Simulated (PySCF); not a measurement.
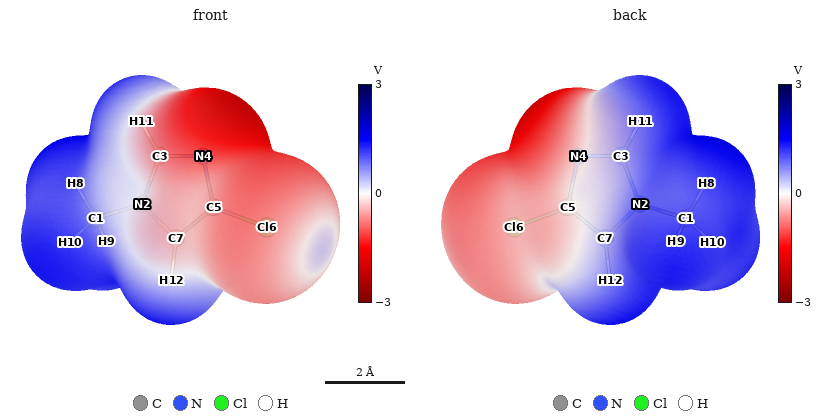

The picture shows: C4H5ClN2. The electrostatic potential painted on the density surface at 0.002 e/bohr³, seen from the front and from behind; the colour scale runs from red (negative) to blue (positive).

Geometry: GFN2-xTB.

These are results of PySCF 2.14.0, PBE0/def2-SVPD, SCF density, gas phase, not measurements.

Input file:

```
{"job": {"kind": "uv", "xc": "PBE0", "basis": "def2-SVPD", "nstates": 6, "ntriplets": 2}, "charge": 0, "multiplicity": 1}
C     -1.702057    -0.227719     0.072634
N     -0.299201     0.061452    -0.019039
C      0.283122     1.220413    -0.393838
N      1.587554     1.151880    -0.375435
C      1.869605    -0.108492     0.029510
Cl     3.468767    -0.661662     0.203117
C      0.716205    -0.811160     0.258873
H     -2.270054     0.666506    -0.176582
H     -1.972271    -1.027047    -0.620423
H     -1.958960    -0.543145     1.085515
H     -0.270063     2.094136    -0.673654
H      0.548551    -1.815848     0.583295
```

Launched as:

```sh
OMP_NUM_THREADS=1 python probes_run.py task.json out
```

**Which sites attract a positive test charge, and which a negative one?**

A positive charge is drawn to the negative regions and a negative charge to the positive ones. The most negative region (about −2.1 V) lies over N4, the most positive (about +1.6 V) over H8. Cl6 shows a σ-hole: about +0.2 V at the tip opposite its bond, against about −0.8 V on its flanks. N4 is the likeliest acceptor of a hydrogen bond.
